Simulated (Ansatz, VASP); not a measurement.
# SnTe in two plane-wave programs

One calculation is typed for both programs; each brings its own data sets and cutoff. How far apart do they land?

Calculated with Ansatz 0.2.0; plane waves, with VASP 6.6.1 beside it; elastic constants at PBEsol.

### 1. Starting point

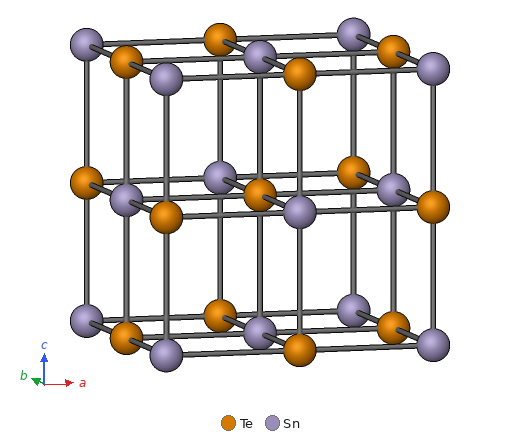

The starting structure, seen slightly off an axis (tellurium orange, tin purple). This picture shows the conventional cell, with its axes. Some periodic images of atoms are drawn too.

Structure file:

```cif
data_structure
_symmetry_space_group_name_H-M 'P 1'
_symmetry_Int_Tables_number 1
_cell_length_a 4.4451
_cell_length_b 4.4451
_cell_length_c 4.4451
_cell_angle_alpha 60.000
_cell_angle_beta 60.000
_cell_angle_gamma 60.000
_cell_volume 62.11
loop_
_atom_site_label
_atom_site_type_symbol
_atom_site_fract_x
_atom_site_fract_y
_atom_site_fract_z
_atom_site_occupancy
Te1 Te 0.50000 0.50000 0.50000 1
Sn2 Sn 0.00000 0.00000 0.00000 1
```

### 2. VASP: elastic constants, PBEsol

Elastic constants are differences of stresses under small strains, so they test the stress and the mesh.

Lines of VASP's logs that name or quote its potential files are left out, and so is its time.

Input file INCAR:

```
SYSTEM = SnTe
PREC = Accurate
ENCUT = 700
EDIFF = 1E-08
NELM = 100
ISMEAR = 0
SIGMA = 0.03
LREAL = .FALSE.
ALGO = Normal
GGA = PS
NBANDS = 16
LORBIT = 11
LWAVE = .FALSE.
LCHARG = .FALSE.
KPAR = 4
IBRION = 6
NFREE = 2
POTIM = 0.015
ISIF = 3
NSW = 1
```

Input file POSCAR:

```
SnTe
1.0
    0.0000000000      3.1431904974      3.1431904974
    3.1431904974      0.0000000000      3.1431904974
    3.1431904974      3.1431904974      0.0000000000
Te Sn
1 1
Direct
    0.5000000000      0.5000000000      0.5000000000
    0.0000000000      0.0000000000      0.0000000000
```

Input file KPOINTS:

```
Automatic mesh
0
Gamma
8 8 8
0 0 0
```

PAW data sets: Te and Sn_d (PBE family, release 64).

Command:

```bash
$ mpirun -np 4 vasp_std
```

Numbers of over 12 decimals in the logs are rounded to 6 here.

The program printed:

```text
[banner, memory and clock lines left out]
running    4 mpi-ranks, on    1 nodes
 distrk:  each k-point on    1 cores,    4 groups
 distr:  one band on    1 cores,    1 groups

 POSCAR found type information on POSCAR TeSn
 POSCAR found :  2 types and       2 ions
|                                                                             |
|               ----> ADVICE to this user running VASP <----                  |
|                                                                             |
|     You enforced a specific xc type in the INCAR file but a different       |
|     [... a line on the potential file left out ...]
|     I HOPE YOU KNOW WHAT YOU ARE DOING!                                     |
|                                                                             |

 LDA part: xc-table for (Slater+PW92), standard interpolation
 POSCAR, INCAR and KPOINTS ok, starting setup
 FFT: planning ... GRIDC
 FFT: planning ... GRID_SOFT
 FFT: planning ... GRID
 WAVECAR not read
 entering main loop
       N       E                     dE             d eps       ncg     rms          rms(c)
DAV:   1     0.135999208293E+03    0.13600E+03   -0.11368E+04   928   0.177E+03
DAV:   2     0.301434913140E+01   -0.13298E+03   -0.12991E+03  1008   0.399E+02
DAV:   3    -0.808814710484E+01   -0.11102E+02   -0.11034E+02  1208   0.936E+01
DAV:   4    -0.838148628618E+01   -0.29334E+00   -0.29327E+00  1096   0.164E+01
DAV:   5    -0.839365371285E+01   -0.12167E-01   -0.12167E-01  1344   0.314E+00    0.494E+00
DAV:   6    -0.834110998913E+01    0.52544E-01   -0.11741E-01  1296   0.280E+00    0.311E+00
DAV:   7    -0.833889978583E+01    0.22102E-02   -0.45706E-02  1208   0.137E+00    0.682E-01
DAV:   8    -0.833822999185E+01    0.66979E-03   -0.70383E-03  1192   0.746E-01    0.158E-01
DAV:   9    -0.833830027097E+01   -0.70279E-04   -0.51640E-04  1304   0.212E-01    0.442E-02
DAV:  10    -0.833828277056E+01    0.17500E-04   -0.60824E-05  1208   0.732E-02    0.221E-02
DAV:  11    -0.833828182629E+01    0.94427E-06   -0.24492E-05  1240   0.435E-02    0.211E-02
DAV:  12    -0.833828167701E+01    0.14928E-06   -0.20056E-06  1152   0.122E-02    0.108E-02
DAV:  13    -0.833828151622E+01    0.16079E-06   -0.16208E-07  1256   0.300E-03    0.434E-03
DAV:  14    -0.833828154280E+01   -0.26577E-07   -0.55737E-08  1136   0.322E-03    0.225E-03
DAV:  15    -0.833828150459E+01    0.38208E-07   -0.15708E-08   840   0.711E-04    0.770E-04
DAV:  16    -0.833828151647E+01   -0.11873E-07   -0.17267E-09   624   0.307E-04    0.768E-04
DAV:  17    -0.833828152980E+01   -0.13336E-07   -0.39922E-10   584   0.224E-04    0.240E-04
DAV:  18    -0.833828153303E+01   -0.32237E-08   -0.11635E-10   616   0.967E-05
   1 F= -.83382815E+01 E0= -.83382815E+01  d E =-.153817E-06
[... from here on, the cycles between the ionic steps are left out ...]
   2 F= -.83332734E+01 E0= -.83332724E+01  d E =-.195053E-05
   9 F= -.83376066E+01 E0= -.83375976E+01  d E =-.179913E-04
  10 F= -.83376067E+01 E0= -.83375977E+01  d E =-.179927E-04
  11 F= -.83376066E+01 E0= -.83375976E+01  d E =-.179928E-04
  12 F= -.83376067E+01 E0= -.83375977E+01  d E =-.179927E-04
  13 F= -.83376066E+01 E0= -.83375976E+01  d E =-.179921E-04
  14 F= -.83382889E+01 E0= -.83382888E+01  d E =-.107011E-06
  15 F= -.83382888E+01 E0= -.83382888E+01  d E =-.107019E-06
  16 F= -.83382891E+01 E0= -.83382890E+01  d E =-.106959E-06
 Finite differences progress:
  Degree of freedom:   8/  8
  Displacement:        1/  2
  Total:              15/ 16
 bond charge predicted
       N       E                     dE             d eps       ncg     rms          rms(c)
DAV:   1    -0.832999981993E+01    0.82893E-02   -0.34421E+00  2416   0.110E+01    0.291E-01
DAV:   2    -0.833824884077E+01   -0.82490E-02   -0.83853E-02  2576   0.229E+00    0.859E-02
DAV:   3    -0.833828582628E+01   -0.36986E-04   -0.62418E-04  2584   0.229E-01    0.655E-02
DAV:   4    -0.833828831880E+01   -0.24925E-05   -0.49515E-05  2816   0.722E-02    0.231E-02
DAV:   5    -0.833828911198E+01   -0.79319E-06   -0.18939E-06  2392   0.991E-03    0.328E-03
DAV:   6    -0.833828910480E+01    0.71818E-08   -0.84228E-08  2408   0.249E-03
  17 F= -.83382891E+01 E0= -.83382891E+01  d E =-.106906E-06
 Finite differences progress:
  Degree of freedom:   8/  8
  Displacement:        2/  2
  Total:              16/ 16
```

OUTCAR, selected parts (step 2):

```text
ion  position               nearest neighbor table
   1  0.500  0.500  0.500-   2 3.14   2 3.14   2 3.14   2 3.14   2 3.14   2 3.14
   2  0.000  0.000  0.000-   1 3.14   1 3.14   1 3.14   1 3.14   1 3.14   1 3.14

  LATTYP: Found a face centered cubic cell.
 ALAT       =     6.2863809948

 Subroutine GETGRP returns: Found 48 space group operations
 (whereof 48 operations were pure point group operations)

The static configuration has the point symmetry O_h .

 Found     29 irreducible k-points:

   k-points           NKPTS =     29   k-points in BZ     NKDIM =     29   number of bands    NBANDS=     16

   dimension x,y,z NGX =    40 NGY =   40 NGZ =   40
   dimension x,y,z NGXF=    80 NGYF=   80 NGZF=   80

   ENCUT  =  700.0 eV  51.45 Ry    7.17 a.u.   9.59  9.59  9.59*2*pi/ulx,y,z

   NELECT =      20.0000    total number of electrons

 k-points in reciprocal lattice and weights: Automatic mesh
   0.00000000  0.00000000  0.00000000       0.002
   0.12500000  0.00000000  0.00000000       0.016
   0.25000000  0.00000000  0.00000000       0.016
   0.37500000  0.00000000  0.00000000       0.016
   0.50000000  0.00000000  0.00000000       0.008
   0.12500000  0.12500000  0.00000000       0.012
   0.25000000  0.12500000  0.00000000       0.047
   0.37500000  0.12500000  0.00000000       0.047
   0.50000000  0.12500000  0.00000000       0.047
[...]
-0.37500000  0.50000000  0.12500000       0.023
  -0.25000000  0.50000000  0.25000000       0.012

 average (electrostatic) potential at core
       1 -87.6267       2-100.3266

 E-fermi :   6.9209

 k-point     1 :       0.0000    0.0000    0.0000
  band No.  band energies     occupation
    ...
      6      -5.9791      2.00000
      7       2.2112      2.00000
      8       4.7430      2.00000
      9       4.7437      2.00000
     10       4.7437      2.00000
     11      10.2403      0.00000
     12      10.2403      0.00000
     13      10.2426      0.00000
     14      11.5981      0.00000
     15      11.5997      0.00000
    ...

 k-point     2 :       0.1250    0.0000    0.0000
  band No.  band energies     occupation
    ...
      6      -5.8457      2.00000
      7       1.4883      2.00000
      8       4.7657      2.00000
      9       4.7663      2.00000
     10       5.2471      2.00000
     11       9.5527      0.00000
     12       9.5547      0.00000
     13       9.5808      0.00000
     14      11.5176      0.00000
     15      11.9238      0.00000
    ...

 k-point     3 :       0.2500    0.0000    0.0000
  band No.  band energies     occupation
    ...
      6      -5.4695      2.00000
      7       0.1893      2.00000
      8       4.8486      2.00000
      9       4.8493      2.00000
     10       5.9357      2.00000
     11       8.4470      0.00000
     12       8.4475      0.00000
     13       8.5036      0.00000
     14      11.9403      0.00000
     15      12.8206      0.00000
    ...

  Total        0.0342367      0.0321489      0.0321489      0.0000000     -0.0000000      0.0000000
  in kB        0.8832031      0.8293446      0.8293446      0.0000000     -0.0000000      0.0000000
  external PRESSURE =       0.8472974 kB  Pullay stress =       0.0000000 kB

  energy-cutoff  :      700.00
  volume of cell :       62.11
      direct lattice vectors                 reciprocal lattice vectors
     0.000000000  3.143190497  3.143190497    -0.159074037  0.159074037  0.159074037
     3.143190497  0.000000000  3.143190497     0.159074037 -0.159074037  0.159074037
     3.143190497  3.143190497  0.000000000     0.159074037  0.159074037 -0.159074037

 POSITION                                       TOTAL-FORCE (eV/Angst)
 -----------------------------------------------------------------------------------
      3.14319      3.14319      3.14319         0.000727      0.000000      0.000000
     -0.01500      0.00000      0.00000        -0.000727      0.000000      0.000000
 -----------------------------------------------------------------------------------
    total drift:                                0.000198      0.000000      0.000000

  FREE ENERGIE OF THE ION-ELECTRON SYSTEM (eV)
  ---------------------------------------------------
  free  energy   TOTEN  =        -8.3382891048 eV

  energy  without entropy=       -8.3382889979  energy(sigma->0) =       -8.33828905

  SYMMETRIZED ELASTIC MODULI (kBar)
 Direction    XX          YY          ZZ          XY          YZ          ZX
 --------------------------------------------------------------------------------
 XX        1344.2835     50.4061     50.4061      0.0000      0.0000      0.0000
 YY          50.4061   1344.2835     50.4061      0.0000     -0.0000     -0.0000
 ZZ          50.4061     50.4061   1344.2835      0.0000      0.0000     -0.0000
 XY           0.0000      0.0000      0.0000    155.5151      0.0000      0.0000
 YZ           0.0000     -0.0000      0.0000      0.0000    155.5151      0.0000
 ZX           0.0000     -0.0000     -0.0000      0.0000      0.0000    155.5151
 --------------------------------------------------------------------------------

 Eigenvectors and eigenvalues of the dynamical matrix
 ----------------------------------------------------

   1 f  =    0.012602 THz     0.079180 2PiTHz    0.420352 cm-1     0.052117 meV
             X         Y         Z           dx          dy          dz
      3.143190  3.143190  3.143190     0.003782   -0.219559    0.665419
      0.000000  0.000000  0.000000     0.003851   -0.223546    0.677503

   2 f  =    0.012602 THz     0.079180 2PiTHz    0.420352 cm-1     0.052117 meV
             X         Y         Z           dx          dy          dz
      3.143190  3.143190  3.143190    -0.047948    0.663788    0.219293
      0.000000  0.000000  0.000000    -0.048818    0.675842    0.223276

   3 f  =    0.012602 THz     0.079180 2PiTHz    0.420352 cm-1     0.052117 meV
             X         Y         Z           dx          dy          dz
      3.143190  3.143190  3.143190    -0.699063   -0.046716   -0.011441
      0.000000  0.000000  0.000000    -0.711758   -0.047565   -0.011648

   4 f/i=    0.465789 THz     2.926638 2PiTHz   15.537045 cm-1     1.926347 meV
             X         Y         Z           dx          dy          dz
      3.143190  3.143190  3.143190    -0.137870   -0.699992   -0.000000
      0.000000  0.000000  0.000000     0.135411    0.687507    0.000000

   5 f/i=    0.465789 THz     2.926638 2PiTHz   15.537045 cm-1     1.926347 meV
             X         Y         Z           dx          dy          dz
      3.143190  3.143190  3.143190     0.000000    0.000000   -0.713441
      0.000000  0.000000  0.000000     0.000000   -0.000000    0.700716

   6 f/i=    0.465789 THz     2.926638 2PiTHz   15.537045 cm-1     1.926347 meV
             X         Y         Z           dx          dy          dz
      3.143190  3.143190  3.143190     0.699992   -0.137870    0.000000
      0.000000  0.000000  0.000000    -0.687507    0.135411    0.000000

 ELASTIC MODULI CONTR FROM IONIC RELAXATION (kBar)
 Direction    XX          YY          ZZ          XY          YZ          ZX
 --------------------------------------------------------------------------------
 XX           0.0000      0.0000      0.0000      0.0000      0.0000      0.0000
 YY           0.0000      0.0000      0.0000      0.0000      0.0000      0.0000
 ZZ           0.0000      0.0000      0.0000      0.0000      0.0000      0.0000
 XY           0.0000      0.0000      0.0000      0.0000      0.0000      0.0000
 YZ           0.0000      0.0000      0.0000      0.0000      0.0000      0.0000
 ZX           0.0000      0.0000      0.0000      0.0000      0.0000      0.0000
 --------------------------------------------------------------------------------

 TOTAL ELASTIC MODULI (kBar)
 Direction    XX          YY          ZZ          XY          YZ          ZX
 --------------------------------------------------------------------------------
 XX        1344.2835     50.4061     50.4061      0.0000      0.0000      0.0000
 YY          50.4061   1344.2835     50.4061      0.0000     -0.0000     -0.0000
 ZZ          50.4061     50.4061   1344.2835      0.0000      0.0000     -0.0000
 XY           0.0000      0.0000      0.0000    155.5151      0.0000      0.0000
 YZ           0.0000     -0.0000      0.0000      0.0000    155.5151      0.0000
 ZX           0.0000     -0.0000     -0.0000      0.0000      0.0000    155.5151
 --------------------------------------------------------------------------------

 total charge
# of ion       s       p       d       tot
------------------------------------------
    1        1.386   1.955   0.031   3.373
    2        1.359   0.748   9.988  12.094
--------------------------------------------------
tot          2.745   2.703  10.019  15.467

[... 3 further parts left out ...]
```

CONTCAR:

```
SnTe
   1.00000000000000
     0.0000000000000000    3.1431904974000000    3.1431904974000000
     3.1431904974000000    0.0000000000000000    3.1431904974000000
     3.1431904974000000    3.1431904974000000    0.0000000000000000
  Te              Sn
     1     1
Direct
     0.5000000000000000    0.5000000000000000    0.5000000000000000
     0.0023861105479302   -0.0023861105479302   -0.0023861105479302
```

(Part 1 of 2 ends here.)

[Lines on the potential files, build, host, timing and source positions are cut from VASP's logs without a mark.]

[Logs are printed without paths, hosts, clocks, repeated set-up lines and the standing remarks that a program may print on its own settings, such as how far it seeks lower states.]

[Hosts, paths, dates, database ids (printed as entryN), source tags and the programs' standing remarks are cut or masked in the printed files.]
